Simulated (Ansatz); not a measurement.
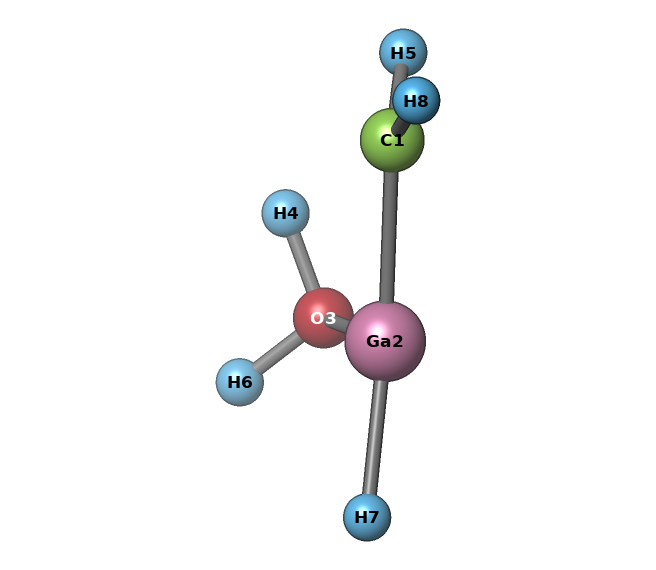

O3 lies behind Ga2. The molecule seen a little off the Ga2–O3 bond, Ga2 in front. Depth is shown by fading: the farther an atom, the more it takes the colour of the background. The computed structure is the end point of a PBE0-D4/def2-TZVP optimisation. No frequency run is at hand to confirm it as a minimum.

> What is the torsion angle C1–Ga2–O3–H4? The sign is positive where the front bond must turn clockwise to cover the back bond.

−18°, synperiplanar.
